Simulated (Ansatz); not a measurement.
SiH₄SO₂: several calculations on one system

Part 1: Relaxation

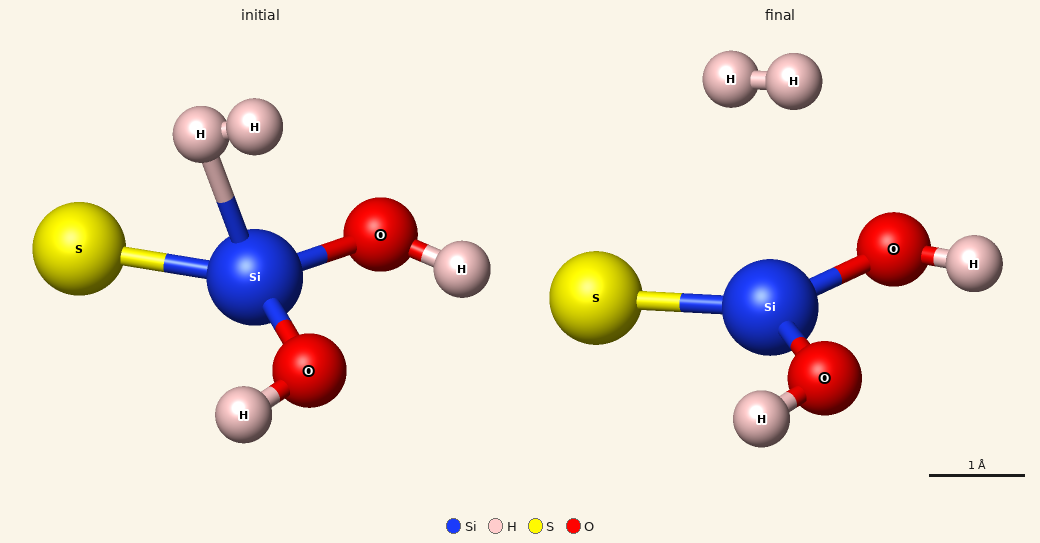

The structure of SiH4SO2 (started from a transition state, displaced along its imaginary mode) before (left) and after (right) a relaxation, at one scale.

A ball-and-stick model, seen at a tilt.

The calculation used RKS PBE0-D4/def2-TZVP (Ansatz 0.2.0). Settings: force threshold 0.005 eV/Å; at most 200 steps.

Question: Summarise the run.

Answer: The largest moves after the best rigid fit, 0.69 Å, are those of H atoms. Largest moves by element: H 0.69 Å, S 0.63 Å, Si 0.40 Å, O 0.22 Å. Some distances before and after: H–Si 1.931 → 2.981 Å, H–Si 1.813 → 2.824 Å, H–H 0.625 → 0.749 Å, O–Si 1.629 → 1.614 Å. Bond angles that change, for instance: Si–O–H 119.3° → 116.6°. After 12 accepted moves (13 points after the start) the energy has fallen by 22.4 kcal/mol. The largest force component goes from 7.5 to 0.0016 eV/Å. The line search rejected the trial step at point 7 of the run.

Part 2: Relaxation

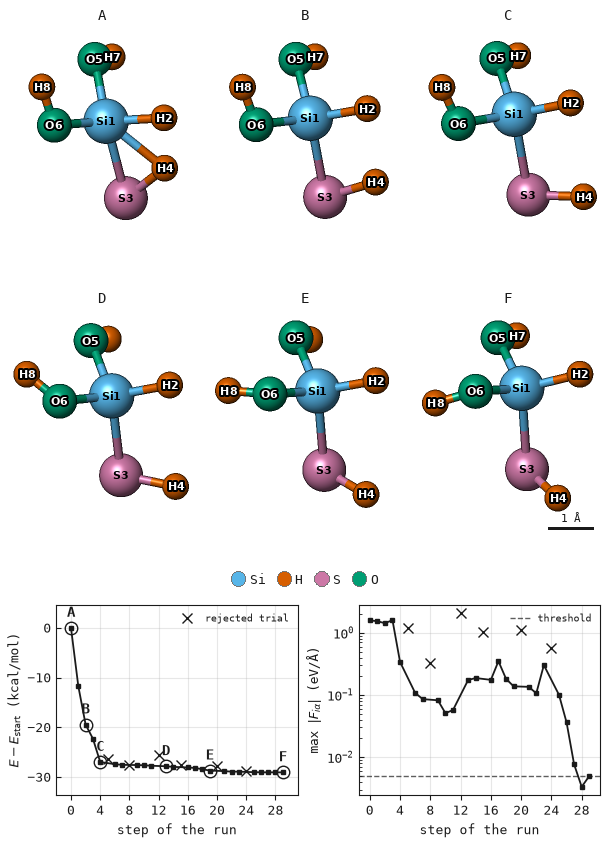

Frames of a relaxation of SiH4SO2 (started from a transition state, displaced along its imaginary mode), marked on the history of the run. Style: ball-and-stick. Shown from a free direction.

Theory: RKS PBE0-D4/def2-TZVP (Ansatz 0.2.0). (force threshold 0.005 eV/Å; at most 200 steps)

Question: Describe the path.

Answer: The largest move after the best rigid fit is that of H4, 1.10 Å. Largest moves by element: H 1.10 Å, O 0.55 Å, Si 0.43 Å, S 0.29 Å. Near-neighbour distances that change, for instance: Si1–H4 1.692 → 2.600 Å, Si1–S3 2.062 → 2.138 Å, S3–H4 1.413 → 1.344 Å, Si1–H2 1.455 → 1.476 Å. Bond angles that change, for instance: Si1–S3–H4 54.5° → 93.8°, H2–Si1–S3 94.3° → 110.4°, S3–Si1–O5 118.9° → 105.6°. Groups turn about Si1–O6 by about 100°, Si1–S3 by about 45°. After 23 accepted moves (29 points after the start) the energy has fallen by 29.1 kcal/mol. The largest force component goes from 1.6 to 0.005 eV/Å. The line search rejected the trial steps at points 5, 8, 12, 15, 20, 24 of the run. The run took 65 s on 4 threads of Arm Neoverse V1, with other jobs on the host. From step 0 to 2: H4 moves most (0.39 Å), energy −19.4 kcal/mol. From step 2 to 4: H4 moves most (0.37 Å), energy −7.54 kcal/mol. From step 4 to 13: H8 moves most (0.37 Å), energy −0.85 kcal/mol. From step 13 to 19: H8 moves most (0.41 Å), energy −0.87 kcal/mol. From step 19 to 29: H8 moves most (0.32 Å), energy −0.36 kcal/mol.

| step | E − E(0), kcal/mol | largest force component, eV/Å | note |
| --- | --- | --- | --- |
| 0 | 0.00 | 1.5851 |  |
| 1 | -11.71 | 1.5396 |  |
| 2 | -19.44 | 1.4284 |  |
| 3 | -22.29 | 1.6009 |  |
| 4 | -26.98 | 0.3399 |  |
| 5 | -26.45 | 1.1894 | rejected |
| 6 | -27.42 | 0.1078 |  |
| 7 | -27.55 | 0.0858 |  |
| 8 | -27.54 | 0.3299 | rejected |
| 9 | -27.60 | 0.0822 |  |
| 10 | -27.64 | 0.0509 |  |
| 11 | -27.73 | 0.0574 |  |
| 12 | -25.51 | 2.0530 | rejected |
| 13 | -27.83 | 0.1745 |  |
| 14 | -27.96 | 0.1873 |  |
| 15 | -27.66 | 1.0451 | rejected |
| 16 | -28.08 | 0.1752 |  |
| 17 | -28.18 | 0.3493 |  |
| 18 | -28.44 | 0.1826 |  |
| 19 | -28.70 | 0.1378 |  |
| 20 | -27.75 | 1.1085 | rejected |
| 21 | -28.82 | 0.1353 |  |
| 22 | -28.92 | 0.1065 |  |
| 23 | -28.92 | 0.3026 |  |
| 24 | -28.89 | 0.5676 | rejected |
| 25 | -29.02 | 0.1006 |  |
| 26 | -29.05 | 0.0362 |  |
| 27 | -29.06 | 0.0076 |  |
| 28 | -29.06 | 0.0033 |  |
| 29 | -29.06 | 0.0050 |  |

Part 3: Reaction

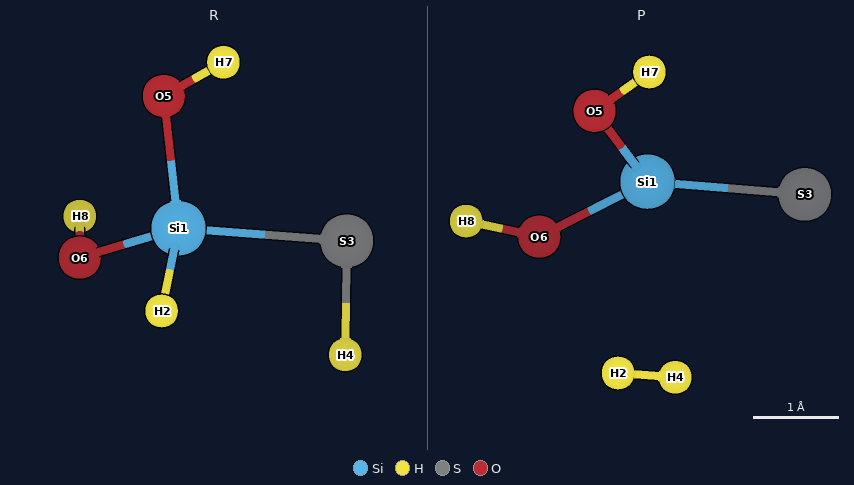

Reactant (R) and product (P) of one elementary step of SiH₄SO₂. Style: ball-and-stick. Shown at a tilt.

Stationary points at PBE0-D4/def2-TZVP, single-point energies with CCSD(T)/CBS (def2-TZVPP where no basis is named; Ansatz 0.2.0). The energies are electronic, without zero-point or thermal terms, and both ends are the minima reached downhill from the saddle, with any fragments still in contact. CCSD(T)/CBS stands for a frozen-core estimate: MP2 correlation extrapolated from def2-TZVPP and def2-QZVPP, CCSD(T) minus MP2 from the smaller set.

> Predict the saddle point between them and the barrier.

Counted by bonded pieces, R holds SiH₄SO₂ and P holds H₂ + SiH₂SO₂. From R over the saddle to P, a bond forms: H2–H4 (2.93 → 1.00 → 0.75 Å). Bonds break: Si1–H2 (1.48 → 1.69 → 2.98 Å), S3–H4 (1.34 → 1.81 → 3.38 Å). The saddle has one imaginary mode, 1137i cm⁻¹. With CCSD(T)/CBS the barrier is 46.7 kcal/mol from R and 22.0 kcal/mol from P, and P lies 24.7 kcal/mol above R.

The saddle point in the same view, with dashed sticks for the bonds that form or break:

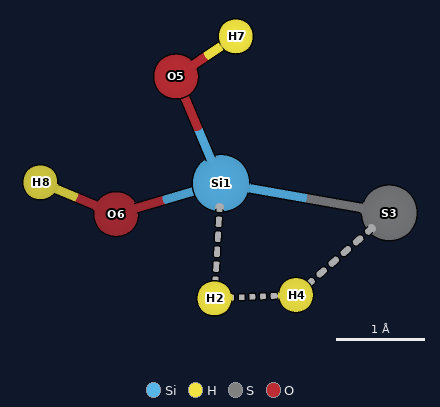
